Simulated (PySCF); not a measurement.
**WOH₂: rigid scans about the minimum**

How stiff is WOH₂ (triplet) against rigid distortions? The scans start from its PBE0 minimum.

Method: PBE0, basis W def2-TZVP with ECP60, O def2-TZVP, H def2-TZVP, scalar-relativistic core potentials, no spin–orbit coupling, density fitting; program: PySCF 2.14.0.

### Step 1. Starting geometry

4 atoms, charge 0, spin multiplicity 3.

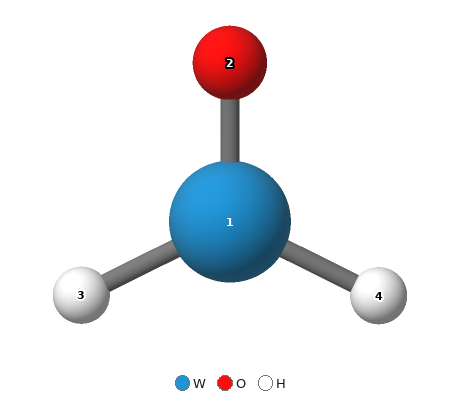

The starting geometry (tungsten blue, oxygen red, hydrogen white); atoms are numbered from 1 in the order of the file.

```xyz
4
charge 0 multiplicity 3
W     0.0000    0.0000    0.0000
O    -1.4275    0.0000   -0.8774
H    -0.1547    0.0000    1.7424
H     1.4848    0.0000   -0.9249
```

### Step 2. Breathing scan

One driver script runs all scans and calls PySCF for each point, on a (75, 302) grid.

Launch:

```sh
$ OMP_NUM_THREADS=2 python axn.py task.json out
```

A rigid scan with PBE0: all bonds to the central atom are scaled together. Each point starts from its neighbour's orbitals, and energies count from the minimum.

| scale of all bonds to the centre | energy (kJ/mol) | dipole size (D) | ⟨S²⟩ |
| --- | --- | --- | --- |
| 0.88 | 260.4 | 0.76 | 2.01 |
| 0.92 | 103.5 | 1.14 | 2.01 |
| 0.96 | 23.2 | 1.48 | 2.02 |
| 1.00 | 0.0 | 1.78 | 2.02 |
| 1.04 | 18.7 | 2.04 | 2.03 |
| 1.08 | 67.3 | 2.26 | 2.05 |
| 1.14 | 176.6 | 2.48 | 2.13 |
| 1.22 | 352.3 | 2.35 | 2.42 |
| 1.35 | 622.6 | 1.95 | 3.10 |

The scan needed 31 s of wall time on 2 threads of Arm Neoverse V1, shared host.

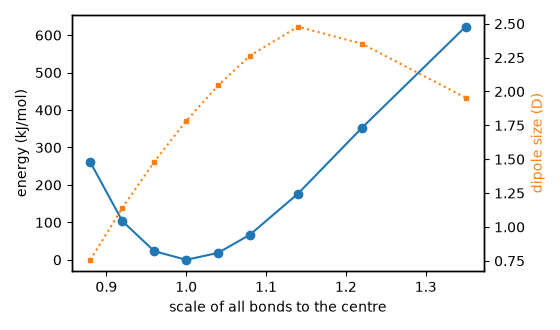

Energy (circles) and dipole moment (squares) along the scan.

⟨S²⟩ grows along the scan: the determinant mixes in higher spin as the pair uncouples.

### Step 3. Stretching one bond

A rigid scan with PBE0: the bond from W to the last atom (H) is scaled and the rest held.

| scale of one bond | energy (kJ/mol) | dipole size (D) | ⟨S²⟩ |
| --- | --- | --- | --- |
| 0.92 | 15.1 | 1.96 | 2.02 |
| 0.96 | 3.4 | 1.87 | 2.02 |
| 1.00 | 0.0 | 1.78 | 2.02 |
| 1.05 | 4.4 | 1.69 | 2.02 |
| 1.12 | 21.8 | 1.59 | 2.03 |
| 1.20 | 51.5 | 1.52 | 2.03 |
| 1.35 | 118.9 | 1.57 | 2.04 |
| 1.55 | 206.2 | 1.77 | 2.16 |
| 1.80 | 277.0 | 1.66 | 2.61 |
| 2.20 | 314.3 | 2.27 | 2.96 |

The scan took 33 s.

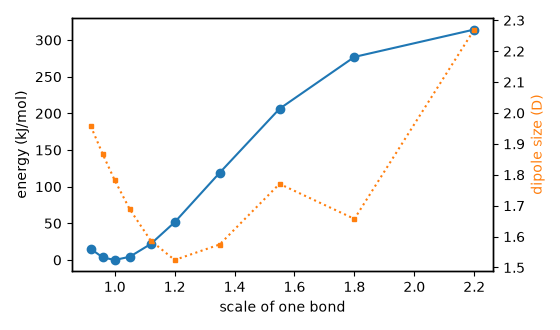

Energy (circles) and dipole moment (squares) along the scan.

⟨S²⟩ grows along the scan: the determinant mixes in higher spin as the pair uncouples.

### Step 4. Summary of results

| quantity | value |
| --- | --- |
| all bonds 4 % longer | 18.7 kJ/mol |
| one bond 20 % longer | 51.5 kJ/mol |

**Reading.** The well is lopsided, 23.2 kJ/mol for 4 % shorter bonds against 18.7 for 4 % longer ones. This is the lowest SCF solution found for this spin; with open d or f shells other occupations or spin states may lie lower. Spin–orbit coupling, left out here, can matter for elements this heavy.
